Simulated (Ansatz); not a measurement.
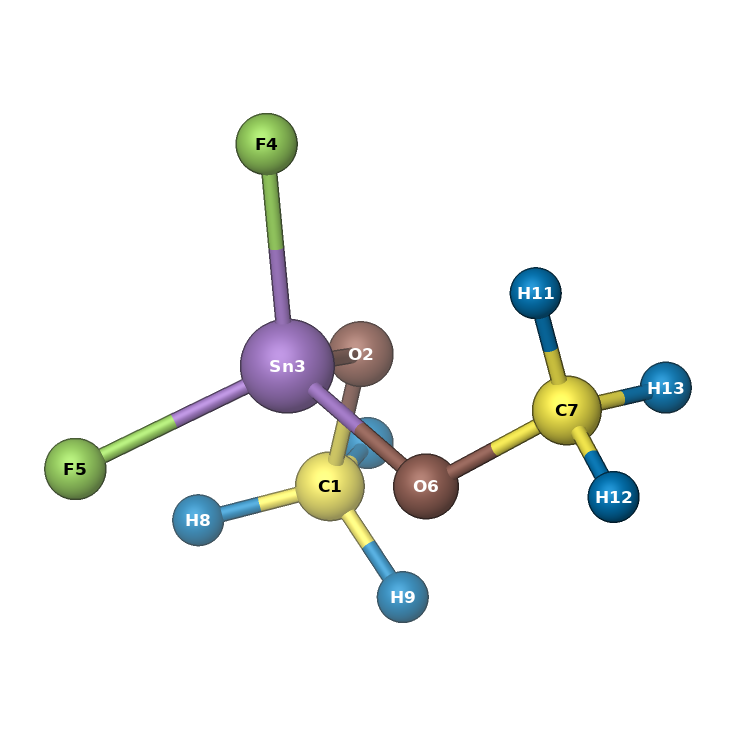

O2 lies behind Sn3. The molecule seen a little off the Sn3–O2 bond, Sn3 in front. Distant atoms are faded towards the background colour. The computed structure is the end point of a PBE0-D4/def2-TZVP optimisation.

### What is the torsion angle F4–Sn3–O2–C1? The sign is positive where the front bond must turn clockwise to cover the back bond.

−156°, antiperiplanar (anti).
